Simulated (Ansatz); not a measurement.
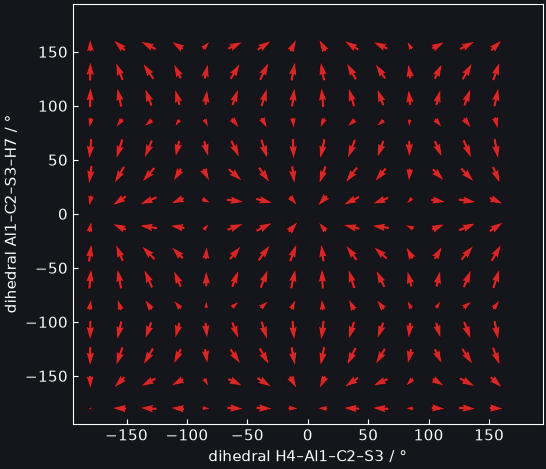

CH₄AlS, SMILES [AlH2][CH]S, spin multiplicity 2. First axis: dihedral H4–Al1–C2–S3. Second axis: dihedral Al1–C2–S3–H7. Nothing is relaxed (all other coordinates rigid). Grid: 15 × 15 points; 178 points were computed and 47 follow by symmetry. Points are written as (first, second). Theory: UKS r2SCAN0-D4/def2-SVP (Ansatz 0.2.0).

Drawn: arrows along the force (downhill), their lengths compressed.

### The arrows alone are given. Where are the wells?

The arrows converge at about (180°, 0°); about (0°, 0°) (0.28 kcal/mol up); (−180°, −180°) (0.43 kcal/mol up); about (0°, −180°) (0.7 kcal/mol up) (read from the interpolated surface).

The energy map of the same scan:

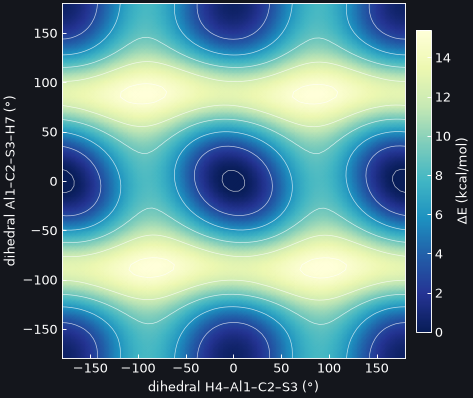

Energies are in kcal/mol, from the lowest grid point; between grid points the surface is interpolated.
